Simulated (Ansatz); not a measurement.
# InAs (zinc blende): frozen-phonon scan

Starting cell, InAs (zinc blende):

```
CELL_PARAMETERS angstrom
      0.00000     6.18632     6.18632
      3.09316     3.09316     6.18632
      3.09316     3.09316     0.00000
ATOMIC_POSITIONS crystal
  As 0.00000 0.75000 0.75000
  As 0.50000 0.75000 0.75000
  In 0.00000 0.00000 0.00000
  In 0.50000 0.00000 0.00000
```

A phonon eigenvector at X = (0.5, 0.5, 0.0) is frozen into this cell: atom i moves by Q times the vector below, so Q is the largest atomic displacement, in Å. The cell is held. It is one choice among 2 degenerate patterns. (q is in reciprocal vectors of the primitive cell; the cell shown is doubled to hold the pattern.)

| atom | x | y | z |
|---|---|---|---|
| As1 | 0.000 | 1.000 | 0.000 |
| As2 | 0.000 | -1.000 | 0.000 |
| In3 | -0.514 | 0.000 | 0.000 |
| In4 | 0.514 | 0.000 | 0.000 |

All values below come from PBE (plane waves to 420 eV, PAW, scalar-relativistic; Ansatz, a program for electronic structure). k mesh 9×9×9 (Γ-centred), Fermi-Dirac smearing 0.05 eV. The energy includes the smearing's −TS. With partly filled bands, energies and forces of such displacements shift with the k mesh and the smearing. At this level the bands of InAs touch or barely overlap; measurements give the solid a gap. InAs was relaxed with its symmetry unable to fall. ΔE is measured from the undisplaced structure.

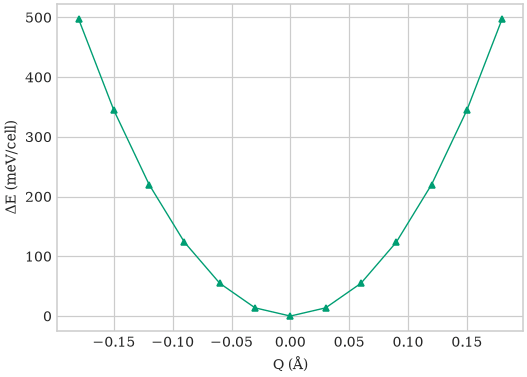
Figure. ΔE (meV/cell) against Q (Å); computed points joined by lines.

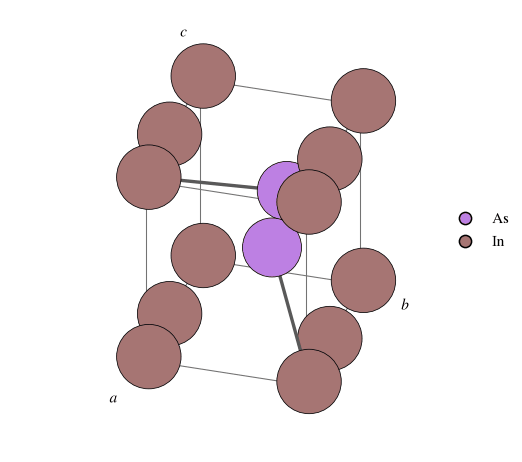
Figure: The cell of the calculation at Q = -0.180 Å.

The energy at Q = 0.180 Å is 498 meV/cell. Wavenumber by perturbation theory (DFPT, on another k mesh): 198 cm⁻¹. Space group of the distorted cell: C222_1 (No. 20), lowered from F-43m. Harmonic wavenumber from the curvature (finite differences): 198 cm⁻¹. Symmetry of the curve: even: the same for both signs.

E″ = 30.45 eV/Å², M = Σ mᵢ|uᵢ|² = 210.5 u, ν̃ = 521.5·√(|E″|/M).

(For displaced atoms, the force is minus the slope of the energy, and its curvature is a force constant, which sets phonon frequencies.)
